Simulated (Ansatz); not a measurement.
System: AlH$_{6}$NO$_{2}$S.

Input

```
crystal:
  periodic: [false, false, false]
  atoms:
    - { symbol: Al, position_ang: [0.069039, -0.347649, 0.212428] }
    - { symbol: "N", position_ang: [-0.070336, -0.145776, 2.068471] }
    - { symbol: H, position_ang: [-0.892558, -0.479398, 2.55929] }
    - { symbol: H, position_ang: [0.74771, -0.300063, 2.649711] }
    - { symbol: O, position_ang: [1.639869, -0.337089, -0.428884] }
    - { symbol: H, position_ang: [1.824205, -0.445917, -1.367101] }
    - { symbol: O, position_ang: [-1.291203, -0.644061, -0.768993] }
    - { symbol: H, position_ang: [-2.185168, -0.739652, -0.428674] }
    - { symbol: S, position_ang: [-0.29157, 3.049511, 0.747255] }
    - { symbol: H, position_ang: [-1.645495, 3.024049, 0.717152] }
    - { symbol: H, position_ang: [-0.225693, 2.084746, 1.739743] }
basis:
  gaussian: { orbitals: def2-mTZVP }
hamiltonian:
  xc: b3lyp
relax:
  f_tol: 0.03
  max_steps: 50
output:
  orbitals: {}
```

Launched as:

```sh
ansatz run input.yaml --threads 4 --pin off --max-ram 5120MiB --backend cpu --events-out ev --progress --plain --runs-dir out
```

The fields are those of the run's last geometry, not of the input's.

These are results of RKS B3LYP/def2-mTZVP (Ansatz), not measurements.

What will maps of the electron density and electron localisation function show?

Answer. Al–O (1.72 Å): ρ is about 0.86 e/Å³ halfway; the ELF peaks at about 0.90 in the valence shell of O, 0.6 Å from its nucleus, and is about 0.45 at the midpoint.
Al–N (1.79 Å): ρ at the midpoint is about 0.82 e/Å³; the ELF peaks at about 0.90 in the valence shell of N, 0.7 Å from its nucleus, and is about 0.70 at the midpoint.
O–H (0.96 Å): ρ is about 3.6 e/Å³ halfway; the ELF climbs to about 1 towards the hydrogen, as it does in any bond to H: a covalent bond by its length.
N–H (1.01 Å): ρ is about 2.8 e/Å³ halfway; the ELF climbs to about 1 towards the hydrogen (a covalent bond by its length).

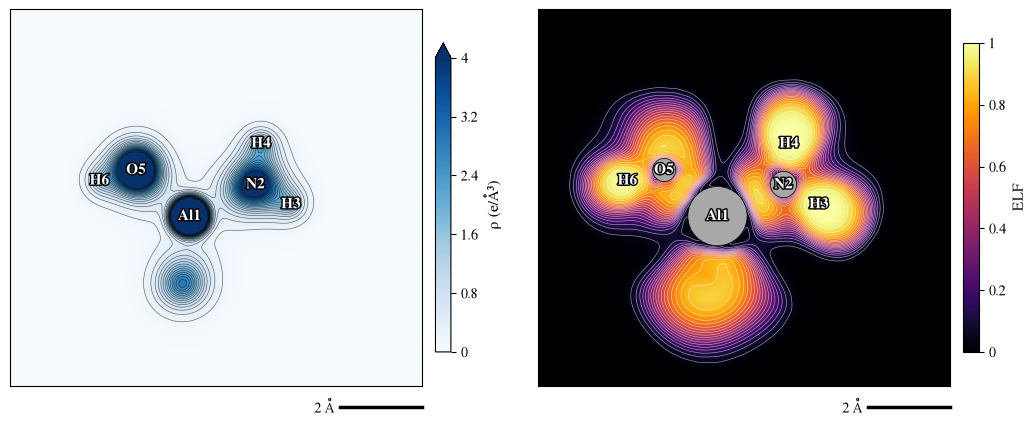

Computed electron density and electron localisation function on the plane of atoms N2, Al1 and O5, in this order. Grey discs cover the atomic cores in the ELF map. 
